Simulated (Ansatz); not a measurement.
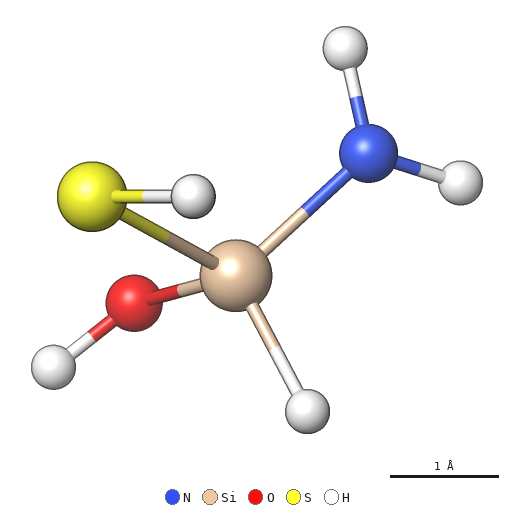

A ball-and-stick model of a molecule.

Computed geometry: PBE0-D4/def2-TZVP optimisation.

What does the picture show?

It has 9 atoms: 5 hydrogen, 1 nitrogen, 1 oxygen, 1 sulfur and 1 silicon (H₅NOSSi). Its SMILES string is `N[Si@H](O)S`. It has no ring. Among its groups: Si–H bond, Si–O bond, Si–N bond. This geometry has C1 symmetry. Coordination, clear cases only: 1 Si tetrahedral; 1 O bent; 1 S bent.

The parts below concern this one geometry. Atoms keep their numbers from picture to picture.

Levels of theory compared

Program: Ansatz 0.2.0.

Compare HOMO–LUMO gap (eV), HOMO energy (eV) at these levels: B3LYP-D4/def2-TZVPP; B97M-V/def2-TZVPP; BHLYP-D4/def2-TZVPP; HSE06 (plane-wave form)-D4/def2-TZVPP; PBE-D4/def2-TZVPP; PBE0-D4/def2-QZVPP; PBE0-D4/def2-SVP; PBE0-D4/def2-TZVPP; SPW92 (LDA)/def2-TZVPP; r2SCANh-D4/def2-TZVPP; revPBE-D4/def2-TZVPP; ωB97M-V/def2-SVP.

```json
{"level": "B3LYP-D4/def2-TZVPP", "HOMO–LUMO gap (eV)": "7.29", "HOMO energy (eV)": "−7.13"}
{"level": "B97M-V/def2-TZVPP", "HOMO–LUMO gap (eV)": "6.29", "HOMO energy (eV)": "−6.52"}
{"level": "BHLYP-D4/def2-TZVPP", "HOMO–LUMO gap (eV)": "9.74", "HOMO energy (eV)": "−8.50"}
{"level": "HSE06 (plane-wave form)-D4/def2-TZVPP", "HOMO–LUMO gap (eV)": "7.08", "HOMO energy (eV)": "−6.99"}
{"level": "PBE-D4/def2-TZVPP", "HOMO–LUMO gap (eV)": "5.68", "HOMO energy (eV)": "−6.12"}
{"level": "PBE0-D4/def2-QZVPP", "HOMO–LUMO gap (eV)": "7.61", "HOMO energy (eV)": "−7.44"}
{"level": "PBE0-D4/def2-SVP", "HOMO–LUMO gap (eV)": "8.24", "HOMO energy (eV)": "−7.19"}
{"level": "PBE0-D4/def2-TZVPP", "HOMO–LUMO gap (eV)": "7.86", "HOMO energy (eV)": "−7.39"}
{"level": "SPW92 (LDA)/def2-TZVPP", "HOMO–LUMO gap (eV)": "5.64", "HOMO energy (eV)": "−6.24"}
{"level": "r2SCANh-D4/def2-TZVPP", "HOMO–LUMO gap (eV)": "7.19", "HOMO energy (eV)": "−6.88"}
{"level": "revPBE-D4/def2-TZVPP", "HOMO–LUMO gap (eV)": "5.71", "HOMO energy (eV)": "−6.07"}
{"level": "ωB97M-V/def2-SVP", "HOMO–LUMO gap (eV)": "12.30", "HOMO energy (eV)": "−9.37"}
```

Vibrations

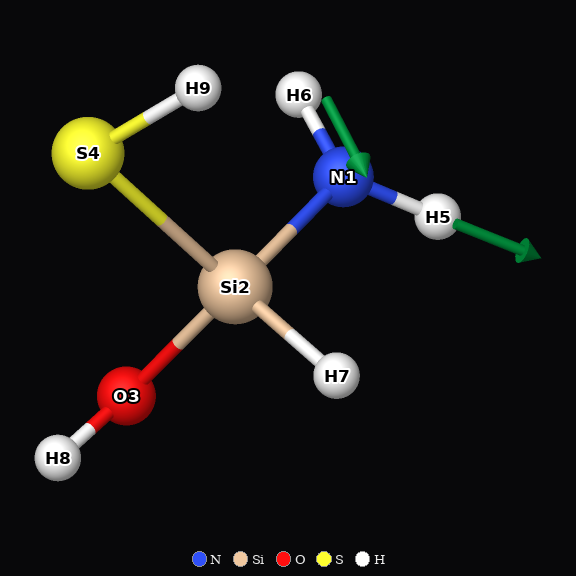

The arrows show one normal mode. Harmonic vibrations computed with RKS PBE0-D4/def2-TZVP (Ansatz 0.2.0) at a stationary point of the same level.

> Describe the motion.

Mostly out-of-phase stretching of 2 N–H bonds.

> At what wavenumber does it lie?

3703 cm⁻¹; it is mode 20 of 21 counted from the lowest.

Charges

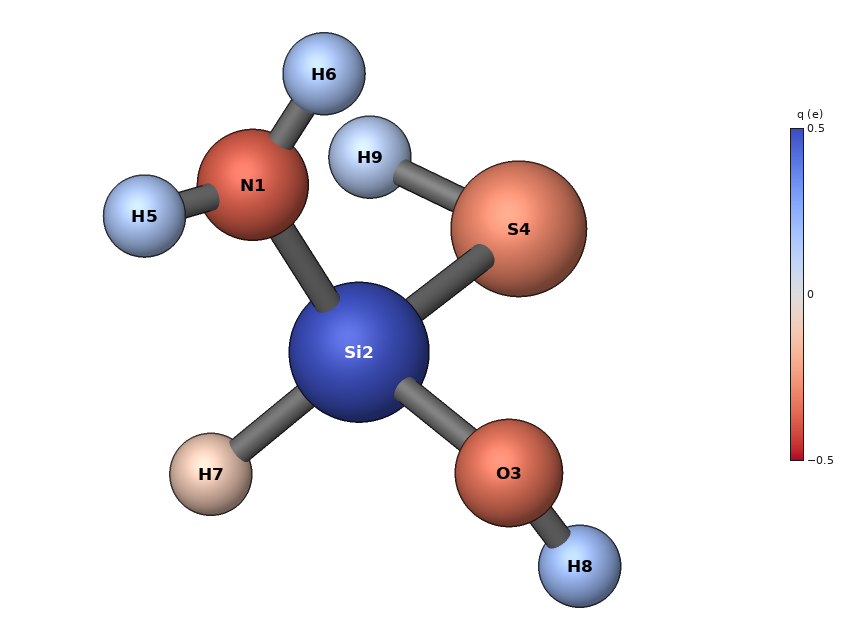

Atoms are coloured by their Mulliken charges. Method: RKS PBE-D4/def2-TZVPP (Ansatz 0.2.0).

> Which atom carries the highest charge (most positive or least negative)?

Si2 (0.49 e).

> And the lowest?

N1 (−0.37 e).

Give the Mulliken charges atom by atom.

```csv
atom,value (e)
N1,−0.37
Si2,0.49
O3,−0.34
S4,−0.29
H5,0.15
H6,0.16
H7,−0.10
H8,0.19
H9,0.12
```

Mulliken values depend strongly on the basis set and can even reverse the polarity of a bond.
